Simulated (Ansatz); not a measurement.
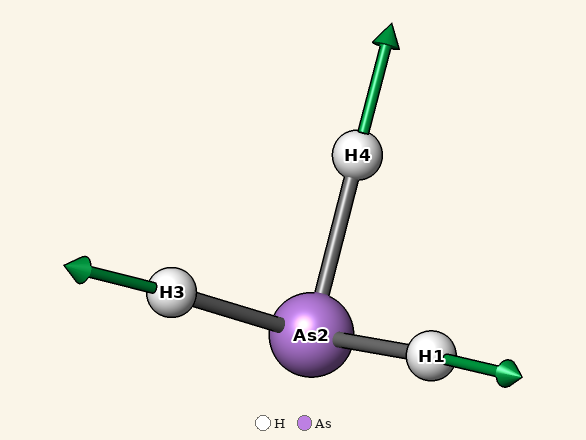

The arrows show one normal mode. Harmonic vibrations computed with RKS PBE0-D4/def2-TZVP (Ansatz 0.2.0) at a stationary point of the same level.

What kind of motion is it?

Mostly in-phase stretching of 3 As–H bonds.

Estimate its harmonic wavenumber.

2215 cm⁻¹; it is mode 4 of 6 counted from the lowest.
